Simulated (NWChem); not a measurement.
# GeS (germanium sulfide): levels of theory compared

Aim: a comparison of 3 runs (M06-2X/aug-cc-pVTZ, B3LYP/aug-cc-pVTZ, BHLYP/aug-cc-pVTZ) of GeS (germanium sulfide). 

The results are computed with NWChem 7.3.0.

**1. The system as given**

The species is GeS (2 atoms), meant as a singlet with charge 0. As SMILES, `[S+]#[Ge-]`. The bond length is the measured one.

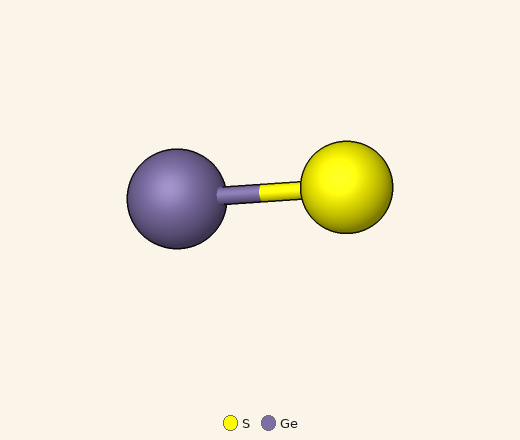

Viewed from a chosen angle; sulfur yellow, germanium purple.

**2. Energy and forces at M06-2X/aug-cc-pVTZ (run 1)**

Contents of run.py:

```python
from ase import Atoms
from ase.calculators.nwchem import NWChem

mol = Atoms(['S', 'Ge'], positions=[
    [0.000000, 0.000000, 0.000000],
    [0.000000, 0.000000, 2.012086],
])

calc = NWChem(
    label='job',
    theory='dft',
    memory='2200 mb',
    basis='aug-cc-pVTZ',
    basispar='spherical bse',
    dft={'xc': 'm06-2x', 'mult': '1', 'grid': 'fine', 'convergence': 'energy 1e-08', 'iterations': '100', 'mulliken': None, 'print': 'low'},
)
mol.calc = calc

forces = mol.get_forces()
e = mol.get_potential_energy()
print(f"E = {e:.6f} eV")
print("forces (eV/A):")
for s, f in zip(mol.symbols, forces):
    print(f"{s:2s} {f[0]:10.5f} {f[1]:10.5f} {f[2]:10.5f}")
```

The run is started by

```
export ASE_NWCHEM_COMMAND="nwchem PREFIX.nwi > PREFIX.nwo"
python run.py
```

Standard output:

```text
E = -67355.497379 eV
forces (eV/A):
S    -0.00000   -0.00000   -0.13596
Ge    0.00000    0.00000    0.13596
```

The calculator wrote job.nwi:

```
title "job"

permanent_dir job

scratch_dir job

start job

geometry units angstrom nocenter noautosym noautoz
  S  0.0000000000000000e+00 0.0000000000000000e+00 0.0000000000000000e+00
  Ge 0.0000000000000000e+00 0.0000000000000000e+00 2.0120860000000000e+00
end

memory 2200 mb

basis spherical bse noprint
   * library aug-cc-pVTZ
end

dft
  xc m06-2x
  mult 1
  grid fine
  convergence energy 1e-08
  iterations 100
  mulliken
  print low
end

task dft gradient
```

job.nwo:

```text
Northwest Computational Chemistry Package (NWChem) 7.3.0
             --------------------------------------------------------

           Job information
           ---------------

    nwchem branch   = 7.3.0
    use scalapack   = T
    input           = job.nwi
    prefix          = job.
    data base       = job/job.db
    status          = startup
    nproc           =        1

           Memory information
           ------------------

    heap     =     72089598 doubles =      550.0 Mbytes
    stack    =     72089595 doubles =      550.0 Mbytes
    global   =    144179200 doubles =     1100.0 Mbytes (distinct from heap & stack)
    total    =    288358393 doubles =     2200.0 Mbytes
    verify   = yes
    hardfail = no

[... 33 lines left out ...]
            Nuclear Dipole moment (a.u.)
[... 44 lines left out ...]
   convergence    iter        energy       DeltaE   RMS-Dens  Diis-err    time
[... 14 lines left out ...]
         Total DFT energy =    -2475.268893658891
      One electron energy =    -3713.348747046054
           Coulomb energy =     1208.176805533540
    Exchange-Corr. energy =     -104.752603787433
 Nuclear repulsion energy =      134.655651641056
[... 14 lines left out ...]
     -------------------------------------------
      Total Density - Lowdin Population Analysis
     -------------------------------------------

    Atom       Charge   Shell Charges
 -----------   ------   -------------------------------------------------------
    1 S   16    16.03   1.98  1.34  0.60  0.94  0.45  0.18  5.07  1.38  2.22  1.30  0.24  0.01  0.05  0.17  0.01  0.08
    2 Ge  32    31.97   2.00  1.95  1.34  0.58  0.97  0.41  0.15  5.99  4.97  1.00  1.23  0.59  0.07  9.35  0.66  0.27  0.17  0.05  0.22

                         DFT ENERGY GRADIENTS

    atom               coordinates                        gradient
                 x          y          z           x          y          z
   1 S       0.000000   0.000000   0.000000    0.000000   0.000000   0.002644
   2 Ge      0.000000   0.000000   3.802291   -0.000000  -0.000000  -0.002644

 Task  times  cpu:      381.5s     wall:      381.5s
 Total times  cpu:      381.5s     wall:      381.5s
```

It took 6.4 min on 1 thread of AMD EPYC 7R43 (Zen 3), shared host; peak memory 0.13 GiB.

**3. Energy and gradient at B3LYP/aug-cc-pVTZ (run 2)**

Contents of run.nw:

```
start run
memory total 2200 mb

geometry units angstroms noautosym nocenter noautoz
  S     0.000000    0.000000    0.000000
  Ge    0.000000    0.000000    2.012086
end

basis "ao basis" spherical bse
  * library aug-cc-pVTZ
end

dft
  xc b3lyp
  grid fine
  convergence energy 1e-08
  iterations 100
  mulliken
end

task dft gradient
```

The run is started by

```
nwchem run.nw > run.out
```

Standard output:

```text
[...]
          Wavefunction type:  closed shell.
          No. of atoms     :     2
          No. of electrons :    48
[...]
          Charge           :     0
          Spin multiplicity:     1
[...]
          AO basis - number of functions:   109
[...]
              XC Information
              --------------
                         B3LYP Method XC Potential
                     Hartree-Fock (Exact) Exchange  0.200
                        Slater Exchange Functional  0.800 local
                    Becke 1988 Exchange Functional  0.720 non-local
              Lee-Yang-Parr Correlation Functional  0.810
                  VWN I RPA Correlation Functional  0.190 local
[...]
 d= 0,ls=0.0,diis     1  -2475.2754985247 -2.61D+03  1.17D-02  6.29D-01    26.8
[...]
 d= 0,ls=0.0,diis    11  -2475.3497171050 -3.91D-11  4.48D-08  4.11D-11   194.5
         Total DFT energy =    -2475.349717105042
      One electron energy =    -3712.848279538191
           Coulomb energy =     1207.589999322949
    Exchange-Corr. energy =     -104.747088530855
 Nuclear repulsion energy =      134.655651641056
[...]
      Total Density - Mulliken Population Analysis
     ---------------------------------------------
    Atom       Charge   Shell Charges
 -----------   ------   -------------------------------------------------------
    1 S   16    16.30   2.00  1.84  0.25  1.16  0.64 -0.00  5.79  0.89  2.31  1.31  0.05  0.01  0.03  0.02  0.00  0.00
    2 Ge  32    31.70   2.00  2.01  1.96  0.56  0.94  0.47  0.01  6.00  5.81  0.42  1.09  0.33 -0.00  9.56  0.47  0.06 -0.00  0.02 -0.00
[...]
  wavefunction    = closed shell
                         DFT ENERGY GRADIENTS
    atom               coordinates                        gradient
                 x          y          z           x          y          z
   1 S       0.000000   0.000000   0.000000   -0.000000   0.000000   0.009738
   2 Ge      0.000000   0.000000   3.802291    0.000000  -0.000000  -0.009738
[...]
```

It took 5.8 min on 1 thread of AMD EPYC 7R43 (Zen 3), shared host; peak memory 0.13 GiB.

**4. Energy and forces at BHLYP/aug-cc-pVTZ (run 3)**

Contents of run.py:

```python
from ase import Atoms
from ase.calculators.nwchem import NWChem

mol = Atoms(['S', 'Ge'], positions=[
    [0.000000, 0.000000, 0.000000],
    [0.000000, 0.000000, 2.012086],
])

calc = NWChem(
    label='ges',
    theory='dft',
    memory='2200 mb',
    basis='aug-cc-pVTZ',
    basispar='spherical bse',
    dft={'xc': 'bhlyp', 'mult': '1', 'grid': 'fine', 'convergence': 'energy 1e-08', 'iterations': '100', 'mulliken': None},
)
mol.calc = calc

forces = mol.get_forces()
print("Total energy (eV):", round(mol.get_potential_energy(), 6))
print("forces (eV/A):")
for s, f in zip(mol.symbols, forces):
    print(f"{s:2s} {f[0]:10.5f} {f[1]:10.5f} {f[2]:10.5f}")
print("dipole (e A):", mol.get_dipole_moment().round(4))
```

The run is started by

```
export ASE_NWCHEM_COMMAND="nwchem PREFIX.nwi > PREFIX.nwo"
python run.py
```

Standard output:

```text
Total energy (eV): -67355.340658
forces (eV/A):
S    -0.00000   -0.00000    0.14408
Ge    0.00000    0.00000   -0.14408
dipole (e A): [-0.     -0.      0.5128]
```

The calculator wrote ges.nwi:

```
title "ges"

permanent_dir ges

scratch_dir ges

start ges

geometry units angstrom nocenter noautosym noautoz
  S  0.0000000000000000e+00 0.0000000000000000e+00 0.0000000000000000e+00
  Ge 0.0000000000000000e+00 0.0000000000000000e+00 2.0120860000000000e+00
end

memory 2200 mb

basis spherical bse noprint
   * library aug-cc-pVTZ
end

dft
  xc bhlyp
  mult 1
  grid fine
  convergence energy 1e-08
  iterations 100
  mulliken
end

task dft gradient
```

ges.nwo:

```text
Northwest Computational Chemistry Package (NWChem) 7.3.0
             --------------------------------------------------------

           Job information
           ---------------

    nwchem branch   = 7.3.0
    use scalapack   = T
    input           = ges.nwi
    prefix          = ges.
    data base       = ges/ges.db
    status          = startup
    nproc           =        1

           Memory information
           ------------------

    heap     =     72089598 doubles =      550.0 Mbytes
    stack    =     72089595 doubles =      550.0 Mbytes
    global   =    144179200 doubles =     1100.0 Mbytes (distinct from heap & stack)
    total    =    288358393 doubles =     2200.0 Mbytes
    verify   = yes
    hardfail = no

[... 72 lines left out ...]
  convergence criterion.
[... 38 lines left out ...]
          Spatial weights used:  Erf1
[... 69 lines left out ...]
         Total DFT energy =    -2475.263134258371
[... 3 lines left out ...]
 Nuclear repulsion energy =      134.655651641056
[... 850 lines left out ...]
          Convergence on gradient requested:  5.00D-04
[... 25 lines left out ...]
          total energy or number of iterations.
[... 18 lines left out ...]
                            NWChem DFT Gradient Module
                            --------------------------

                                        ges

  charge          =   0.00
  wavefunction    = closed shell

                         DFT ENERGY GRADIENTS

    atom               coordinates                        gradient
                 x          y          z           x          y          z
   1 S       0.000000   0.000000   0.000000    0.000000   0.000000  -0.002802
   2 Ge      0.000000   0.000000   3.802291   -0.000000  -0.000000   0.002802

                 ----------------------------------------
                 |  Time  |  1-e(secs)   |  2-e(secs)   |
                 ----------------------------------------
                 |  CPU   |       0.01   |     143.34   |
                 ----------------------------------------
                 |  WALL  |       0.01   |     143.34   |
                 ----------------------------------------

 Task  times  cpu:      291.3s     wall:      291.3s
 Total times  cpu:      291.3s     wall:      291.3s
```

Run time: 4.9 min. Hardware: 1 thread of AMD EPYC 7R43 (Zen 3), shared host; peak memory 0.13 GiB.

**5. Overview of the runs**

```tsv
run	level	energy (Eh)	largest force (eV/Å)	wall time
1	M06-2X/aug-cc-pVTZ	-2475.268894	0.136	6.4 min
2	B3LYP/aug-cc-pVTZ	-2475.349717	0.501	5.8 min
3	BHLYP/aug-cc-pVTZ	-2475.263134	0.144	4.9 min
```

**6. Summary of results**

| quantity | value |
| --- | --- |
| run 3: total energy | -2475.26313 Eh |
| run 3: dipole moment | 2.46 D |
| run 3: HOMO energy | -8.85 eV |
| run 3: LUMO energy | -1.63 eV |
| run 3: HOMO–LUMO gap | 7.22 eV |
| run 3: largest force on an atom | 0.144 eV/Å |

Totals of different functionals can't be ranked against each other. All runs together took 17 min, the longest 6.4 min.
